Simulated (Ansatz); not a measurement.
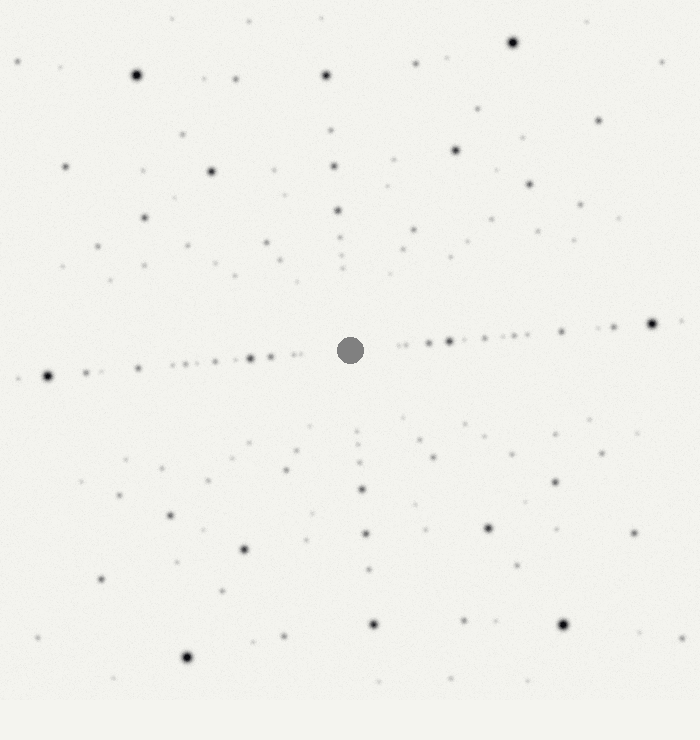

Simulated back-reflection Laue pattern (white X-rays, 0.45 to 2.2 Å, flat plate covering ±45° about the beam, kinematic intensities, seen from the source).

Question: What symmetry does the pattern show?

Answer: 2mm: a twofold axis with two mirror lines.

The crystal is Lu, space group P6_3/mmc (No. 194), a = 3.38 Å, c = 5.24 Å (hexagonal axes). Structure: coordinates from a relaxation with DFT LDA, scalar-relativistic, plane waves, PAW (Ansatz).

The direction [210] points towards the source.
